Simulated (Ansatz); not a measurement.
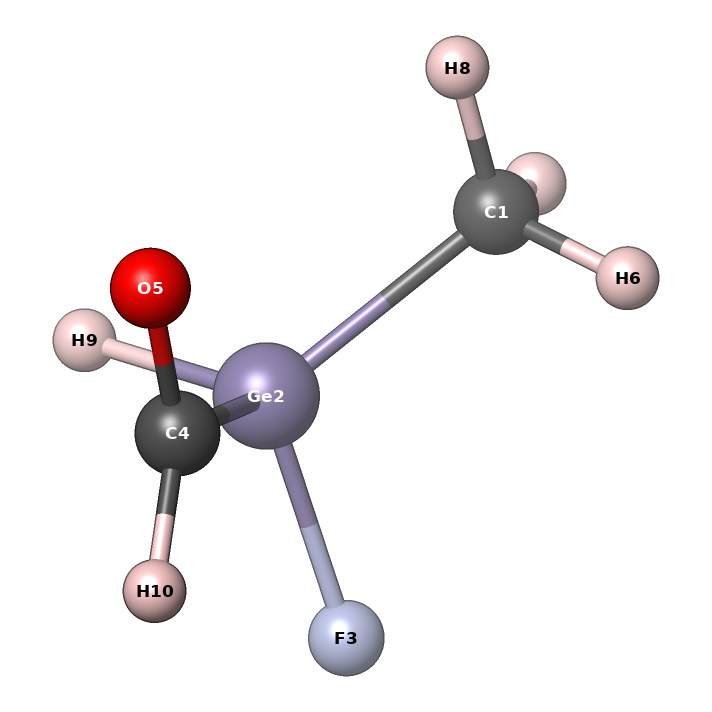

Ge2 lies behind C4. The molecule seen a little off the C4–Ge2 bond, C4 in front. Atoms fade into the background with distance from the viewer. The geometry was computed by an optimisation with PBE0-D4/def2-TZVP. No frequency run is at hand to confirm it as a minimum.

What is the torsion angle O5–C4–Ge2–F3? The sign is positive where the front bond must turn clockwise to cover the back bond.

Answer. 166°, antiperiplanar (anti).
